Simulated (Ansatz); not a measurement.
# CHCl₂FSi: what the fields show

Input

```
crystal:
  periodic: [false, false, false]
  atoms:
    - symbol: C
      position_ang: [0.484014, -0.743486, 0.670901]
    - symbol: Cl
      position_ang: [-0.544007, 2.346956, 0.131619]
    - symbol: Cl
      position_ang: [0.981345, -2.341706, 0.216386]
    - symbol: F
      position_ang: [0.002723, 0.350602, -2.020339]
    - symbol: Si
      position_ang: [0.034566, 0.484227, -0.419645]
    - symbol: H
      position_ang: [0.468228, -0.538942, 1.746006]
basis:
  gaussian:
    orbitals: def2-TZVPD
total_charge: 0
hamiltonian:
  xc: {name: PBE0}
output: {forces: true, orbitals: {seedname: orbitals}}
```

Run with:

```sh
ansatz run input.yaml --threads 1 --pin off --max-ram 2610MiB --events-out events.jsonl --progress --plain --runs-dir runs
```

Geometry: r2SCAN-D4/def2-SVP.

Level of theory: isolated molecule in a Gaussian basis; Kohn-Sham density functional theory, functional PBE0 in Ansatz 0.2.0.

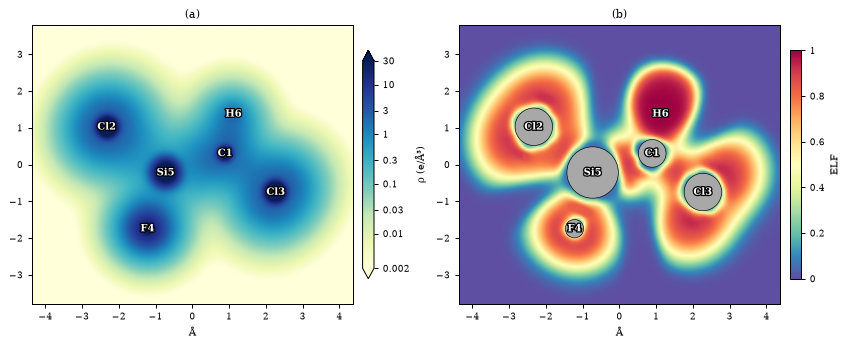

Figure 1. (a) total electron density; (b) electron localisation function on the molecular plane. Grey discs cover the atomic cores in the ELF map.

Question: What do the fields say about this system?

Answer: Atoms in the plane: C, Cl, F, Si and H.
Si–F (1.61 Å): ρ at the midpoint is about 1.1 e/Å³; the ELF peaks at about 0.85 in the valence shell of F, 0.6 Å from its nucleus, and is about 0.40 at the midpoint.
C–Si (1.70 Å): ρ is about 1.2 e/Å³ halfway; the ELF peaks at about 0.90 between the atoms (a covalent bond).
C–Cl (1.73 Å): ρ is about 1.4 e/Å³ halfway; the ELF peaks at about 0.90 between the atoms (localised, covalent bonding).
Si–Cl (2.03 Å): ρ at the midpoint is about 0.95 e/Å³; the ELF peaks at about 0.85 between the atoms; a shared but strongly polarised pair.
C–H (1.09 Å): ρ at the midpoint is about 2 e/Å³; the ELF climbs to about 1 towards the hydrogen, as it does in any bond to H (a covalent bond by its length).
The ELF also peaks beside F4, Cl3 and Cl2, away from the bonds: lone-pair regions.

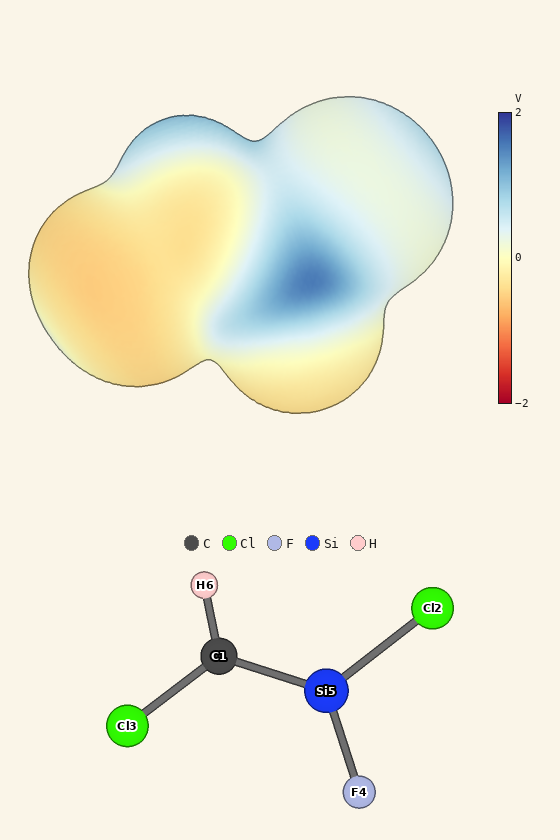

Figure 2. The molecular electrostatic potential painted on the density surface at 0.001 e/bohr³, seen across its widest extent; red is negative and blue positive. The bare structure is drawn below in the same view.

Question: Which sites attract a positive test charge, and which a negative one?

Answer: A positive charge is drawn to the negative regions and a negative charge to the positive ones. The most negative region (about −0.5 V, or −12 kcal/mol for a unit charge) lies over Cl3, the most positive (about +1.5 V, or +35 kcal/mol for a unit charge) over Si5. Cl2 shows a σ-hole: about +0.7 V, or +16 kcal/mol for a unit charge at the tip opposite its bond, against about +0.3 V on its flanks. Cl3 shows a σ-hole: about +0.3 V at the tip opposite its bond, against about −0.4 V, or −9 kcal/mol for a unit charge on its flanks.

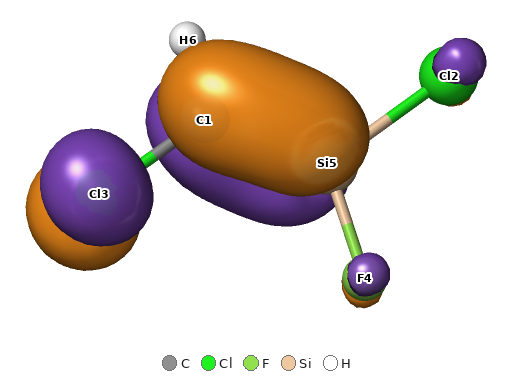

Figure 3. One frontier orbital at ±0.15 Å⁻³ᐟ² (orange and purple are the two phases), seen at a tilt.

Question: Which orbital is it: HOMO or LUMO?

Answer: The HOMO, at −6.52 eV. Its weight (Hirshfeld) is mainly on C1 (about 35 %), Si5 (about 30 %) and Cl3 (about 25 %); it changes sign across the molecular plane (π type); π-bonding across C1–Si5; π-antibonding (a node) across C1–Cl3.
